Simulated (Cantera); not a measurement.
Charge: 1 mol Al2O3, 4.6 mol H2O, at 1600 Pa.

Equilibrium computed with Cantera from the NASA thermochemical tables; the gas is ideal and each condensed phase is pure. Candidate condensed phases: Al, Al2O3, H2O; 19 gas species. Gases not in the tables: Al(OH)3. The numbers say what is thermodynamically allowed, not how fast it happens.

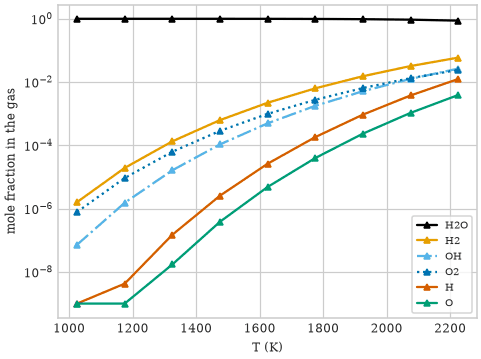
Figure: Equilibrium gas composition (values under 1e-9 drawn at 1e-9)

From 1025 K to 2225 K the condensed part is Al2O3(s).
